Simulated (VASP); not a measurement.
Band structure of NaF (rock salt). All values below come from optB86b-vdW, VASP's PBE PAW potentials (set 64) (plane waves; VASP).

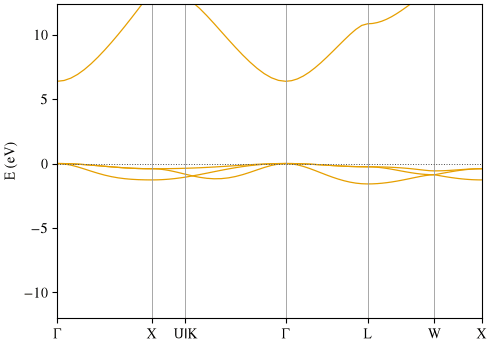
Fig. 1. Bands along high-symmetry lines, zero at the valence-band maximum or, without a gap, the Fermi level

Task: Read the plot: is there a gap, and where are the band edges?

Result: The gap is direct, 6.38 eV, from the valence maximum at Γ to the conduction minimum at Γ. (Edges off the drawn lines would not show.)

Measured: gap 11.70 eV (computed value off by -5.32 eV), as given by David Koller et al., Journal of Physics Condensed Matter (2013), arXiv:1304.4470.

The compound is NaF in the rock salt structure. It was relaxed first.
